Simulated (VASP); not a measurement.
Energy against volume of CuI (zinc blende). These are revTPSS meta-GGA, VASP's PBE PAW potentials (set 64) (plane waves; VASP) values and carry that method's errors.

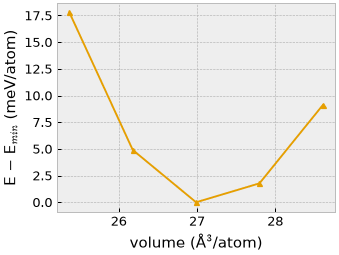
Fig. 1. Energy against volume

Task: Estimate the equilibrium volume and the bulk modulus.

Result: The minimum lies near 27.2 Å³/atom, and the curvature gives B0 of about 42 GPa.

The compound is CuI in the zinc blende structure. It was relaxed first.
